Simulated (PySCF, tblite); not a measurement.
**C2H6O2Si: dynamics, then NMR shifts and electronic excitations on frames**

Aim: move C2H6O2Si (`CC(=O)O[SiH3]`) away from its starting geometry and see how NMR shifts and electronic excitations follow the geometry.

Computed with tblite 0.8.0 and PySCF 2.14.0, with density-fitted response routines of our own, on a single molecule in the gas phase. Atoms are numbered from 0 throughout.

## Step 1: Starting geometry

11 atoms, charge 0, multiplicity 1; geometry from: GFN2-xTB.

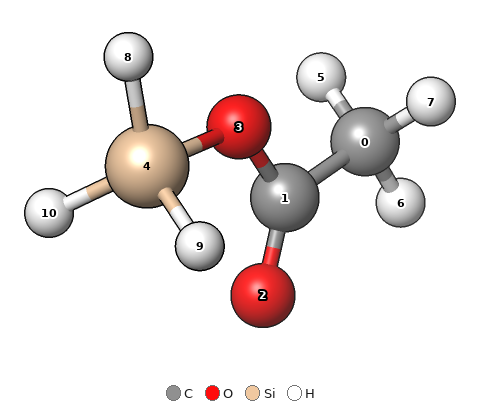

As it starts; carbon grey, oxygen red, silicon light orange, hydrogen white, atoms numbered; sticks join atoms by distance.

## Step 2: Dynamics with GFN2-xTB

Job settings and geometry (Å):

```
{"job": {"kind": "md", "xc": "GFN2-xTB", "basis": "xTB", "temperature": 600, "steps": 2000, "every": 50, "frames": 5}, "charge": 0, "multiplicity": 1}
C     -1.908701     0.177802     0.494965
C     -0.561605     0.254801    -0.168748
O     -0.351044     0.730870    -1.251281
O      0.405306    -0.268445     0.574912
Si     1.994583    -0.316172     0.086374
H     -2.149597    -0.863580     0.697551
H     -2.664913     0.618491    -0.147481
H     -1.870706     0.705347     1.445630
H      2.537171    -0.974162     1.266705
H      2.477039     1.045740    -0.106551
H      2.097890    -1.108022    -1.133109
```

With the program's defaults for keys left out, this is: GFN2-xTB Langevin dynamics, gas phase.

Started as:

```
> OMP_NUM_THREADS=1 python probes_run.py task.json out
```

This one command runs all jobs of the session in turn.

The log of the run:

```text
t/fs     T/K      E/eV
    0.0   526.4   -469.95533
   25.0   339.9   -469.54485
   50.0   662.8   -469.48511
   75.0   500.7   -469.34195
  100.0   599.5   -469.34723
  125.0   441.7   -469.27484
  150.0   774.6   -469.48034
  175.0   388.7   -469.34146
  200.0   337.5   -469.06507
  225.0   598.7   -469.25613
  250.0   604.4   -469.23655
  275.0   431.6   -469.11351
  300.0   442.6   -469.25244
  325.0   516.8   -469.34074
  350.0   523.1   -469.47164
  375.0   481.4   -469.13402
  400.0   703.3   -469.40274
  425.0   827.9   -469.27981
  450.0   622.2   -469.23262
  475.0   529.2   -469.15395
  500.0   441.9   -468.99095
  525.0   595.2   -468.85183
  550.0   869.5   -469.35114
  575.0   854.8   -468.97815
  600.0   615.3   -468.95774
  625.0   721.0   -468.79087
  650.0   617.3   -468.75153
  675.0   621.6   -468.77474
  700.0   639.8   -469.22491
  725.0   603.2   -469.15778
  750.0   639.1   -469.09659
  775.0   574.9   -468.95712
  800.0   707.8   -469.29954
  825.0   606.5   -469.33225
  850.0   546.4   -469.31025
  875.0   466.3   -468.93409
  900.0   509.2   -468.95910
  925.0   491.2   -469.18046
  950.0   534.6   -469.13881
  975.0   722.4   -469.16922
 1000.0   649.5   -469.07829
```

Wall time 20 s (1 thread, shared host).

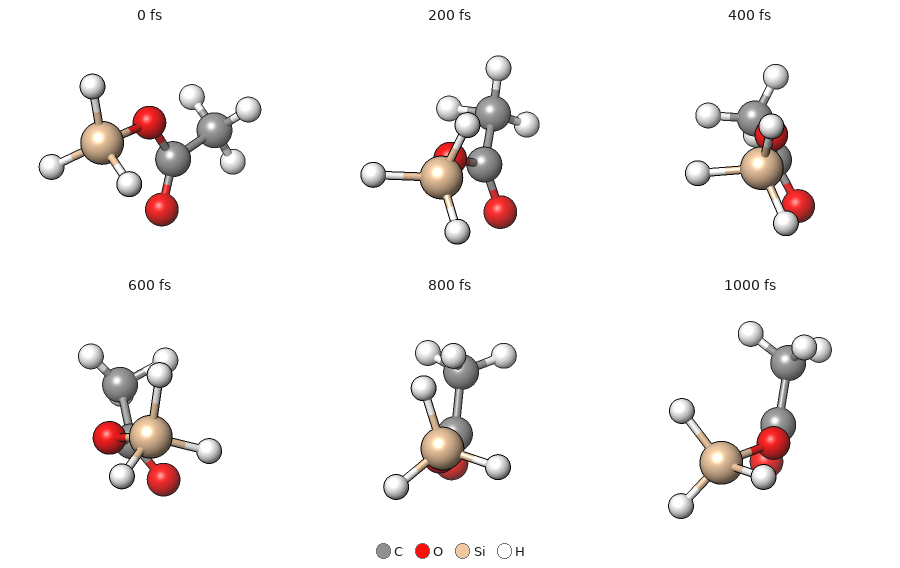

Frames of the run.

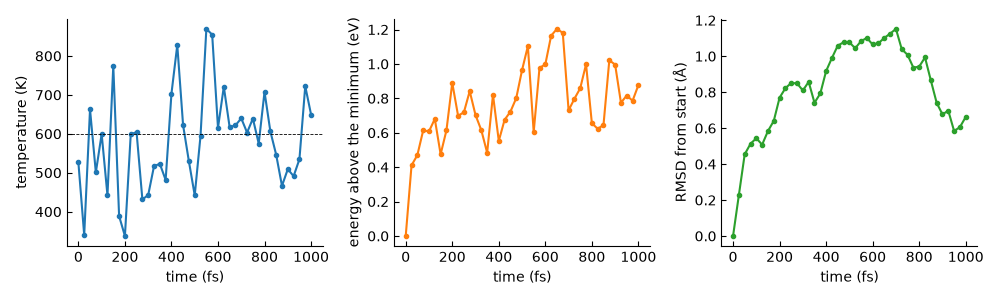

Temperature, potential energy and distance from the start.

Positions (Å) and forces (eV/Å) at 1000 fs:

```xyz
11

C    -1.148   -1.830    1.055   -1.620   -0.562    1.765
C    -0.836   -1.132   -0.193    2.470    0.311   -1.851
O    -1.307   -1.167   -1.290   -1.205   -0.360    0.430
O     0.374   -0.430   -0.128   -1.152   -0.567    0.778
Si    1.869   -0.638   -0.720    0.550    0.632    1.923
H    -0.739   -2.843    1.210   -0.489   -0.022   -1.192
H    -2.277   -1.844    1.333    1.877    0.029   -0.674
H    -0.574   -1.384    1.845   -0.095    1.051    0.566
H     2.344   -1.945   -0.122   -0.106    0.631    0.020
H     2.347    0.726   -0.147   -0.151   -1.264   -0.565
H     2.166   -0.866   -2.079   -0.079    0.120   -1.200
```

## Step 3: NMR shieldings: 250 fs, PBE0/pcSseg-1

Job settings and geometry (Å):

```
{"job": {"kind": "nmr", "xc": "PBE0", "basis": "pcSseg-1", "pop": false}, "charge": 0, "multiplicity": 1}
C     -1.526600    -1.693700     0.267100
C     -0.748800    -0.621800    -0.227200
O     -1.103100     0.167900    -1.074100
O      0.439000    -0.869300     0.265900
Si     1.815600    -0.064100     0.283700
H     -1.561600    -1.675600     1.371400
H     -1.090500    -2.658300     0.145600
H     -2.487000    -1.722000    -0.100100
H      1.879200     0.173300     1.712300
H      1.737900     1.233600    -0.347600
H      2.868400    -0.884100    -0.201500
```

With the program's defaults for keys left out, this is: GIAO PBE0/pcSseg-1 NMR shielding, non-relativistic, gas phase.

The log of the run:

```text
coarse grid: 9688 points
cycle   1  E = -519.1539169958  dE =  9.521e-01  |g| = 9.222e-01  |ddm| = 2.940e+00
cycle   2  E = -518.8670448171  dE =  2.869e-01  |g| = 1.550e+00  |ddm| = 1.695e+00
cycle   3  E = -519.2943381376  dE = -4.273e-01  |g| = 2.859e-01  |ddm| = 1.234e+00
cycle   4  E = -519.3090866023  dE = -1.475e-02  |g| = 6.878e-02  |ddm| = 2.136e-01
cycle   5  E = -519.3097875178  dE = -7.009e-04  |g| = 2.214e-02  |ddm| = 4.784e-02
cycle   6  E = -519.3098921334  dE = -1.046e-04  |g| = 3.338e-03  |ddm| = 1.576e-02
cycle   7  E = -519.3098943323  dE = -2.199e-06  |g| = 6.245e-04  |ddm| = 2.802e-03
final grid: 88992 points
cycle   8  E = -519.3588892667  dE = -7.086e-06  |g| = 1.160e-02  |ddm| = 1.557e-02
cycle   9  E = -519.3588462020  dE =  4.306e-05  |g| = 1.935e-02  |ddm| = 1.770e-02
cycle  10  E = -519.3589115567  dE = -6.535e-05  |g| = 2.558e-03  |ddm| = 1.205e-02
cycle  11  E = -519.3589127134  dE = -1.157e-06  |g| = 2.724e-04  |ddm| = 1.603e-03
cycle  12  E = -519.3589127256  dE = -1.214e-08  |g| = 7.956e-05  |ddm| = 2.132e-04
cycle  13  E = -519.3589127270  dE = -1.424e-09  |g| = 1.354e-05  |ddm| = 7.076e-05
cycle  14  E = -519.3589127271  dE = -4.184e-11  |g| = 2.384e-06  |ddm| = 1.439e-05
converged SCF energy = -519.3589127271

GIAO shielding tensors (ppm)
atom      isotropic    diamagn.    paramagn.     s11        s22        s33       span
  0 C      168.791     247.976     -79.185    146.190    154.703    205.480     59.290
  1 C       14.320     243.965    -229.645    -98.792     56.914     84.837    183.630
  2 O     -125.738     402.639    -528.378   -467.141   -207.586    297.512    764.654
  3 O      172.702     401.406    -228.704     47.512    211.059    259.535    212.023
  4 Si     401.639     881.668    -480.029    364.050    378.195    462.673     98.623
  5 H       29.270      28.427       0.843     25.846     28.523     33.442      7.596
  6 H       29.927      29.029       0.898     26.118     29.384     34.279      8.160
  7 H       31.923      29.345       2.578     27.267     30.003     38.499     11.232
  8 H       27.113      30.476      -3.363     23.081     26.042     32.216      9.135
  9 H       26.605      30.385      -3.780     23.625     25.485     30.705      7.080
 10 H       27.488      30.213      -2.725     24.108     25.771     32.584      8.477
```

Wall time 20 s (1 thread, shared host).

Shifts follow as δ = σ(reference) − σ, with reference shieldings (ppm) from runs at the same level and on the same kind of geometry: 1H TMS 31.72, 13C TMS 186.9, 29Si TMS 349.2, 17O H2O 336.1. The references are single molecules in the gas phase, so shifts against H2O, NH3, PH3, H3PO4 or CFCl3 are not on the usual liquid scales and can be off by tens of ppm. Each atom is listed at this fixed geometry, with no averaging over motion; a spectrum would average atoms that exchange fast.

```csv
atoms,environment,σ (ppm),δ (ppm)
C1,carbonyl carbon,14.3,172.6
C0,methyl carbon α to a carbonyl,168.8,18.1
H9,hydrogen on a silicon bonded to O,26.60,5.11
H8,hydrogen on a silicon bonded to O,27.11,4.60
H10,hydrogen on a silicon bonded to O,27.49,4.23
H5,hydrogen on a methyl carbon α to a carbonyl,29.27,2.45
H6,hydrogen on a methyl carbon α to a carbonyl,29.93,1.79
H7,hydrogen on a methyl carbon α to a carbonyl,31.92,-0.21
O2,carbonyl oxygen,-125.7,461.8
O3,"oxygen bonded to C, Si",172.7,163.4
Si4,"silicon bonded to O, 3 H",401.6,-52.5
```

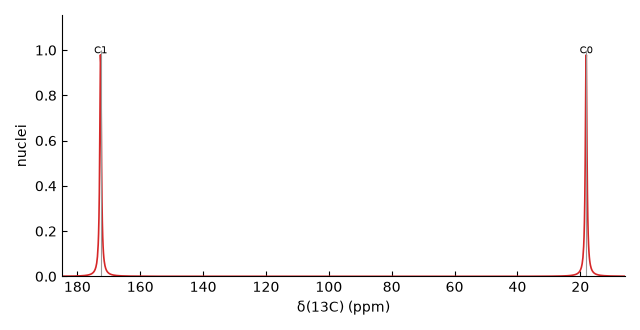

13C lines at the computed shifts, without couplings. Lines are broadened to a width of 0.62 ppm (Lorentzian).

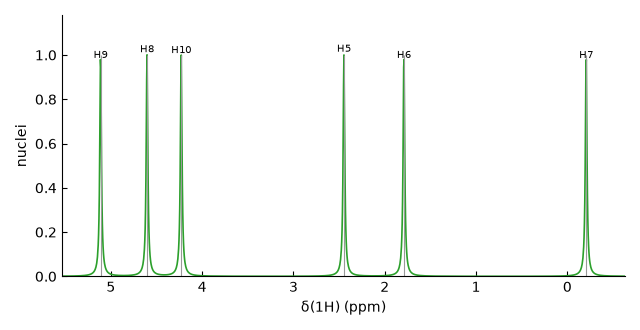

1H lines at the computed shifts, without couplings. Lines are broadened to a width of 0.02 ppm (Lorentzian).

## Step 4: TDDFT and polarisability: 250 fs, PBE0/def2-SVPD

Settings changed since step 3:

```diff
@@ -1,2 +1,2 @@
-{"job": {"kind": "nmr", "xc": "PBE0", "basis": "pcSseg-1", "pop": false}, "charge": 0, "multiplicity": 1}
+{"job": {"kind": "uv", "xc": "PBE0", "basis": "def2-SVPD", "nstates": 5, "ntriplets": 0}, "charge": 0, "multiplicity": 1}
 C     -1.526600    -1.693700     0.267100
```

Method: TDDFT PBE0/def2-SVPD, vertical, gas phase, core orbitals frozen in the response.

The log of the run:

```text
coarse grid: 9688 points
cycle   1  E = -518.9156934344  dE =  9.174e-01  |g| = 8.780e-01  |ddm| = 4.493e+00
cycle   2  E = -518.6254249389  dE =  2.903e-01  |g| = 1.513e+00  |ddm| = 2.969e+00
cycle   3  E = -519.0513545300  dE = -4.259e-01  |g| = 2.677e-01  |ddm| = 2.045e+00
cycle   4  E = -519.0647469319  dE = -1.339e-02  |g| = 6.805e-02  |ddm| = 3.196e-01
cycle   5  E = -519.0655002517  dE = -7.533e-04  |g| = 2.168e-02  |ddm| = 9.029e-02
cycle   6  E = -519.0656052683  dE = -1.050e-04  |g| = 2.757e-03  |ddm| = 3.189e-02
cycle   7  E = -519.0656068290  dE = -1.561e-06  |g| = 6.732e-04  |ddm| = 4.456e-03
final grid: 88992 points
cycle   8  E = -519.1439875109  dE = -7.212e-06  |g| = 1.065e-02  |ddm| = 7.208e-02
cycle   9  E = -519.1439474312  dE =  4.008e-05  |g| = 1.809e-02  |ddm| = 2.726e-02
cycle  10  E = -519.1440078071  dE = -6.038e-05  |g| = 2.334e-03  |ddm| = 1.769e-02
cycle  11  E = -519.1440088337  dE = -1.027e-06  |g| = 2.441e-04  |ddm| = 2.327e-03
cycle  12  E = -519.1440088453  dE = -1.156e-08  |g| = 6.455e-05  |ddm| = 4.270e-04
cycle  13  E = -519.1440088462  dE = -9.554e-10  |g| = 1.306e-05  |ddm| = 1.238e-04
converged SCF energy = -519.1440088462

Static polarisability (au): isotropic 55.573, principal 46.288 57.250 63.182

Singlet excitations
state   eV       nm        f      main configurations
  1   5.7349    216.2   0.00097   H->L 0.84, H->L+1 0.14
  2   7.2029    172.1   0.02355   H->L+1 0.77, H->L 0.13, H-1->L 0.08
  3   7.5681    163.8   0.07141   H-1->L 0.69, H-1->L+1 0.11
  4   7.7861    159.2   0.01234   H-1->L+1 0.70, H-2->L 0.20
  5   7.9992    155.0   0.01719   H->L+2 0.43, H-2->L 0.36
```

It took 30 s on 1 thread, shared host.

Frontier orbitals and where they lie:

```csv
orbital,eV,atoms
HOMO−3,-10.25,"O2 28 %, C0 17 %, C1 12 %"
HOMO−2,-9.71,"O3 26 %, Si4 26 %, H9 22 %"
HOMO−1,-9.09,"O3 26 %, Si4 20 %, O2 19 %"
HOMO,-8.30,"O2 70 %, C1 10 %, C0 8 %"
LUMO,-0.30,"C1 31 %, O2 23 %, O3 12 %"
LUMO+1,0.11,"Si4 31 %, C1 13 %, O2 9 %"
LUMO+2,0.68,"Si4 51 %, H10 12 %, H9 10 %"
```

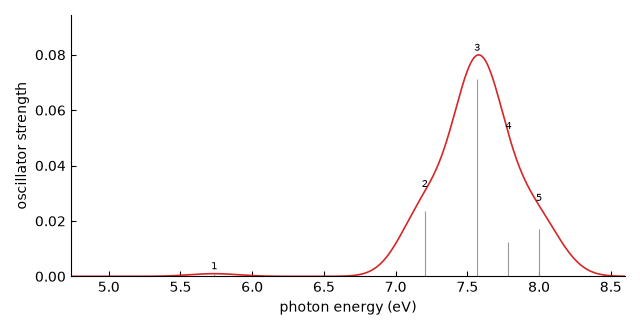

Absorption spectrum from the 5 singlet states computed; above the last one it falls off for lack of states. Lines are broadened to a width of 0.40 eV (Gaussian).

Further results of this job:

```csv
property,computed
dipole moment (D),2.59
polarisability (Å³),8.24
HOMO–LUMO gap (eV),8.00
−ε(HOMO) (eV),8.30
```

## Step 5: Shielding tensors: 425 fs, PBE0/pcSseg-1

Job settings and geometry (Å):

```
{"job": {"kind": "nmr", "xc": "PBE0", "basis": "pcSseg-1", "pop": false}, "charge": 0, "multiplicity": 1}
C     -1.167200    -2.518400     0.040600
C     -0.364500    -1.173500     0.010900
O     -0.785700    -0.280300    -0.713700
O      0.682300    -1.192700     0.776200
Si     2.024300    -0.298900     0.574200
H     -1.675900    -2.260200     0.934700
H     -0.446000    -3.371800     0.266700
H     -1.900900    -2.808000    -0.639800
H      2.439400    -0.238500     2.003200
H      1.592900     1.037700     0.127500
H      2.937900    -1.081800    -0.366200
```

Method: GIAO PBE0/pcSseg-1 NMR shielding, non-relativistic, gas phase.

The log of the run:

```text
coarse grid: 9688 points
cycle   1  E = -519.1442977448  dE =  6.896e-01  |g| = 9.494e-01  |ddm| = 2.867e+00
cycle   2  E = -518.7577812205  dE =  3.865e-01  |g| = 1.717e+00  |ddm| = 1.731e+00
cycle   3  E = -519.2932156548  dE = -5.354e-01  |g| = 3.147e-01  |ddm| = 1.296e+00
cycle   4  E = -519.3109408670  dE = -1.773e-02  |g| = 7.557e-02  |ddm| = 2.321e-01
cycle   5  E = -519.3117966422  dE = -8.558e-04  |g| = 2.141e-02  |ddm| = 4.822e-02
cycle   6  E = -519.3118975158  dE = -1.009e-04  |g| = 4.420e-03  |ddm| = 1.663e-02
cycle   7  E = -519.3119015696  dE = -4.054e-06  |g| = 9.591e-04  |ddm| = 3.526e-03
final grid: 88992 points
cycle   8  E = -519.3614052336  dE = -4.764e-06  |g| = 1.164e-02  |ddm| = 1.516e-02
cycle   9  E = -519.3613597665  dE =  4.547e-05  |g| = 1.965e-02  |ddm| = 1.815e-02
cycle  10  E = -519.3614278621  dE = -6.810e-05  |g| = 2.641e-03  |ddm| = 1.220e-02
cycle  11  E = -519.3614291261  dE = -1.264e-06  |g| = 2.720e-04  |ddm| = 1.647e-03
cycle  12  E = -519.3614291370  dE = -1.092e-08  |g| = 9.636e-05  |ddm| = 2.037e-04
cycle  13  E = -519.3614291391  dE = -2.080e-09  |g| = 1.699e-05  |ddm| = 8.323e-05
cycle  14  E = -519.3614291392  dE = -6.287e-11  |g| = 2.694e-06  |ddm| = 1.563e-05
converged SCF energy = -519.3614291392

GIAO shielding tensors (ppm)
atom      isotropic    diamagn.    paramagn.     s11        s22        s33       span
  0 C      158.718     248.467     -89.749    128.749    157.373    190.032     61.283
  1 C        5.104     247.975    -242.871   -105.626     48.471     72.467    178.093
  2 O     -154.773     406.183    -560.956   -515.354   -225.816    276.852    792.206
  3 O      172.817     400.011    -227.195     50.735    210.154    257.562    206.827
  4 Si     392.161     880.625    -488.464    363.672    375.821    436.989     73.317
  5 H       30.348      28.757       1.591     27.664     29.567     33.814      6.149
  6 H       28.837      26.884       1.953     24.434     28.870     33.206      8.772
  7 H       30.480      29.604       0.875     26.720     28.462     36.257      9.536
  8 H       26.553      29.090      -2.537     23.251     25.330     31.080      7.829
  9 H       25.838      30.311      -4.473     22.614     25.113     29.787      7.173
 10 H       25.989      28.222      -2.233     22.469     24.662     30.836      8.367
```

Run time: 19 s. Hardware: 1 thread, shared host.

Key values: δ C1 181.8, C0 28.2, O2 490.9, O3 163.3, H9 5.88, H10 5.73 ppm.

## Step 6: TDDFT and polarisability: 425 fs, PBE0/def2-SVPD

Settings changed since step 5:

```diff
@@ -1,2 +1,2 @@
-{"job": {"kind": "nmr", "xc": "PBE0", "basis": "pcSseg-1", "pop": false}, "charge": 0, "multiplicity": 1}
+{"job": {"kind": "uv", "xc": "PBE0", "basis": "def2-SVPD", "nstates": 5, "ntriplets": 0}, "charge": 0, "multiplicity": 1}
 C     -1.167200    -2.518400     0.040600
```

Level: TDDFT PBE0/def2-SVPD, vertical, gas phase, core orbitals frozen in the response.

The log of the run:

```text
coarse grid: 9688 points
cycle   1  E = -518.9087548570  dE =  6.531e-01  |g| = 9.055e-01  |ddm| = 4.457e+00
cycle   2  E = -518.5238276775  dE =  3.849e-01  |g| = 1.674e+00  |ddm| = 4.195e+00
cycle   3  E = -519.0531371511  dE = -5.293e-01  |g| = 2.935e-01  |ddm| = 3.055e+00
cycle   4  E = -519.0692049893  dE = -1.607e-02  |g| = 7.286e-02  |ddm| = 3.792e-01
cycle   5  E = -519.0700726448  dE = -8.677e-04  |g| = 2.100e-02  |ddm| = 9.402e-02
cycle   6  E = -519.0701763045  dE = -1.037e-04  |g| = 3.580e-03  |ddm| = 2.993e-02
cycle   7  E = -519.0701790481  dE = -2.744e-06  |g| = 8.242e-04  |ddm| = 6.156e-03
final grid: 88992 points
cycle   8  E = -519.1490952485  dE = -6.153e-06  |g| = 1.063e-02  |ddm| = 6.900e-02
cycle   9  E = -519.1490538028  dE =  4.145e-05  |g| = 1.822e-02  |ddm| = 2.905e-02
cycle  10  E = -519.1491157233  dE = -6.192e-05  |g| = 2.364e-03  |ddm| = 1.957e-02
cycle  11  E = -519.1491167984  dE = -1.075e-06  |g| = 2.263e-04  |ddm| = 2.438e-03
cycle  12  E = -519.1491168076  dE = -9.162e-09  |g| = 7.968e-05  |ddm| = 3.984e-04
cycle  13  E = -519.1491168091  dE = -1.466e-09  |g| = 1.491e-05  |ddm| = 1.568e-04
cycle  14  E = -519.1491168091  dE = -6.173e-11  |g| = 2.664e-06  |ddm| = 2.928e-05
converged SCF energy = -519.1491168091

Static polarisability (au): isotropic 58.221, principal 49.420 58.417 66.827

Singlet excitations
state   eV       nm        f      main configurations
  1   5.5135    224.9   0.00091   H->L+1 0.93
  2   6.5335    189.8   0.04573   H->L 0.96
  3   7.5201    164.9   0.00028   H->L+2 0.87
  4   7.6452    162.2   0.00938   H-1->L 0.88
  5   7.7179    160.6   0.00382   H->L+3 0.88
```

Wall time 29 s (1 thread, shared host).

In short: HOMO -7.82 eV, LUMO -0.24 eV; lowest singlet 5.51 eV.

## Step 7: Nuclear shieldings: 625 fs, PBE0/pcSseg-1

Job settings and geometry (Å):

```
{"job": {"kind": "nmr", "xc": "PBE0", "basis": "pcSseg-1", "pop": false}, "charge": 0, "multiplicity": 1}
C     -0.361300    -2.710700     0.517600
C      0.247500    -1.548100    -0.037100
O     -0.443800    -0.864400    -0.761000
O      1.596900    -1.459800     0.027200
Si     2.211000    -0.251900     0.987100
H     -0.866800    -2.408600     1.432900
H      0.393600    -3.336800     0.846100
H     -1.257000    -3.122100     0.069900
H      2.180600    -1.007200     2.171000
H      1.467700     0.909800     0.562600
H      3.530000    -0.267500     0.542600
```

Method: GIAO PBE0/pcSseg-1 NMR shielding, non-relativistic, gas phase.

The log of the run:

```text
coarse grid: 9688 points
cycle   1  E = -519.1081931196  dE =  8.867e-01  |g| = 9.758e-01  |ddm| = 2.916e+00
cycle   2  E = -518.7074739743  dE =  4.007e-01  |g| = 1.750e+00  |ddm| = 1.961e+00
cycle   3  E = -519.2717094611  dE = -5.642e-01  |g| = 2.897e-01  |ddm| = 1.444e+00
cycle   4  E = -519.2866227252  dE = -1.491e-02  |g| = 9.564e-02  |ddm| = 2.538e-01
cycle   5  E = -519.2880400034  dE = -1.417e-03  |g| = 2.563e-02  |ddm| = 6.616e-02
cycle   6  E = -519.2881801049  dE = -1.401e-04  |g| = 5.056e-03  |ddm| = 1.872e-02
cycle   7  E = -519.2881855296  dE = -5.425e-06  |g| = 9.108e-04  |ddm| = 4.581e-03
final grid: 88992 points
cycle   8  E = -519.3365061592  dE = -1.825e-06  |g| = 1.255e-02  |ddm| = 1.592e-02
cycle   9  E = -519.3364472892  dE =  5.887e-05  |g| = 2.198e-02  |ddm| = 1.969e-02
cycle  10  E = -519.3365328885  dE = -8.560e-05  |g| = 2.538e-03  |ddm| = 1.345e-02
cycle  11  E = -519.3365340599  dE = -1.171e-06  |g| = 3.173e-04  |ddm| = 1.753e-03
cycle  12  E = -519.3365340768  dE = -1.689e-08  |g| = 8.184e-05  |ddm| = 2.520e-04
cycle  13  E = -519.3365340783  dE = -1.519e-09  |g| = 1.225e-05  |ddm| = 6.830e-05
cycle  14  E = -519.3365340783  dE = -3.297e-11  |g| = 1.975e-06  |ddm| = 1.284e-05
converged SCF energy = -519.3365340783

GIAO shielding tensors (ppm)
atom      isotropic    diamagn.    paramagn.     s11        s22        s33       span
  0 C      171.421     250.462     -79.040    144.773    160.919    208.572     63.799
  1 C       -0.514     247.891    -248.405   -114.919     37.934     75.443    190.362
  2 O     -219.207     406.839    -626.047   -610.651   -316.221    269.250    879.902
  3 O      154.320     401.440    -247.119     42.031    128.510    292.420    250.389
  4 Si     375.908     880.905    -504.997    338.789    345.469    443.466    104.677
  5 H       29.569      30.297      -0.729     27.005     28.291     33.410      6.404
  6 H       31.006      29.549       1.457     26.035     31.166     35.818      9.783
  7 H       28.913      28.020       0.893     25.367     26.688     34.684      9.317
  8 H       26.755      30.411      -3.656     22.376     26.180     31.709      9.333
  9 H       26.268      30.435      -4.167     23.114     25.348     30.342      7.228
 10 H       27.634      30.419      -2.785     24.605     26.179     32.120      7.515
```

It took 18 s on 1 thread, shared host.

In short: δ C1 187.4, C0 15.5, O2 555.3, O3 181.8, H9 5.45, H8 4.96 ppm.

(Part 1 of 2 ends here.)
